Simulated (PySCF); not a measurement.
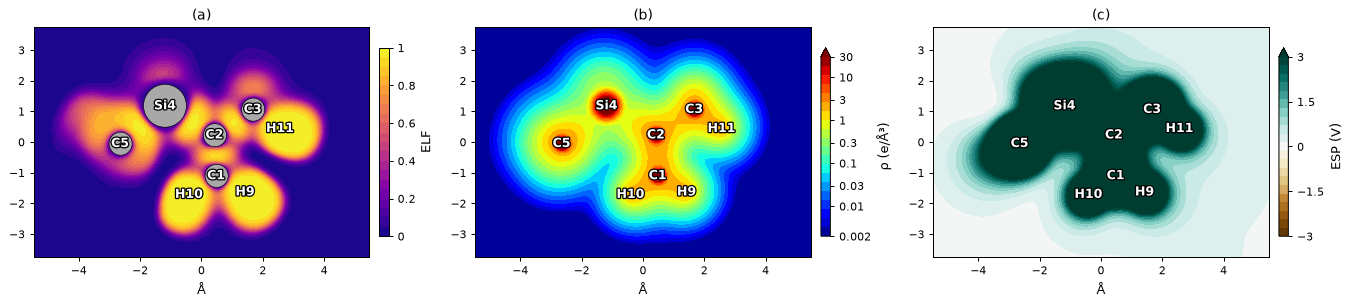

C5H7FOSi. (a) electron localisation function; (b) total electron density; (c) electrostatic potential on the plane of atoms C3, C2 and Si4. Grey discs cover the atomic cores in the ELF map.

Geometry: GFN2-xTB.

The calculation used PBE0/def2-SVPD, SCF density, gas phase in PySCF 2.14.0.

```xyz
15

C     0.0731    0.5435   -1.6146
C    -0.6711    0.2624   -0.5508
C    -2.1271    0.6212   -0.5013
Si    0.0145   -0.6069    0.9806
C     1.8701   -0.9431    0.7243
F     2.1710   -1.9653   -0.1232
C     2.7449   -0.2130    1.3324
O     3.3467    0.5532    1.9744
H    -0.3346    1.0390   -2.4830
H     1.1187    0.2901   -1.6662
H    -2.4416    1.1234   -1.4136
H    -2.3222    1.2771    0.3456
H    -2.7315   -0.2745   -0.3673
H    -0.5978   -1.9265    1.1639
H    -0.1175    0.2273    2.1770
```

Q: Describe what can be read from this map.

A: The plane passes through C, Si and H nuclei.
C–Si (1.89 Å): ρ at the midpoint is about 0.95 e/Å³; the ELF peaks at about 0.95 between the atoms, as expected for a shared electron pair.
C–H (1.08 Å): the density is about 2 e/Å³ at the midpoint; the ELF climbs to about 1 towards the hydrogen, as it does in any bond to H; a covalent bond by its length.
The potential has no marked negative region in this plane.
